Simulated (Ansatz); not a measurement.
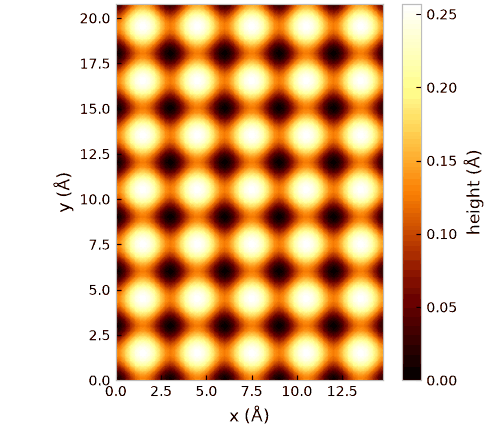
Figure. Simulated constant-current image at -2.8 V from a Fermi level inside the gap (filled states down to 1.0 eV under the valence edge)

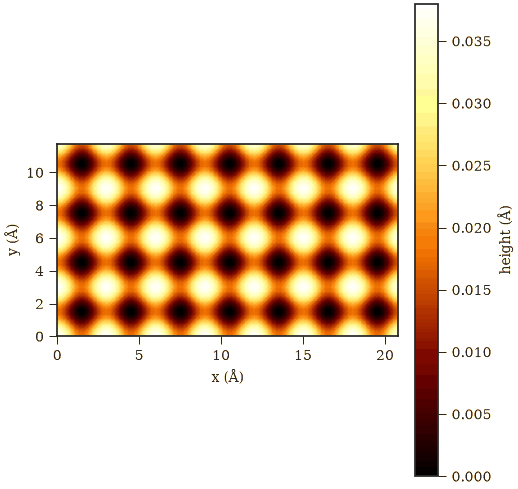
Figure. Simulated constant-current image at +2.8 V from a Fermi level inside the gap (empty states up to 1.0 eV over the conduction edge)

These are PBE, Tersoff-Hamann images (plane waves, PAW; Ansatz, a first-principles code) values and carry that method's errors.

Mesh 18×18×1, no spin-orbit coupling, no spin polarisation; biases count from the run's Fermi level. The set point is the mean density 3.5 Å over the top atom.

The sample is: rock-salt MgO(001) slab. Atoms are numbered in the order of this list of the upper atoms (x, y, depth in Å): O7 (0.0, 0.0, 2.2); Mg8 (1.5, 1.5, 2.1); Mg9 (0.0, 0.0, 0.0); O10 (1.5, 1.5, 0.0).

Question: Which sites are bright, and how large is the corrugation?

Answer: At -2.8 V the maximum lies over O10 and the sites alike, corrugation about 0.26 Å. At +2.8 V the maximum lies over Mg9 and the sites alike, corrugation about 0.038 Å.
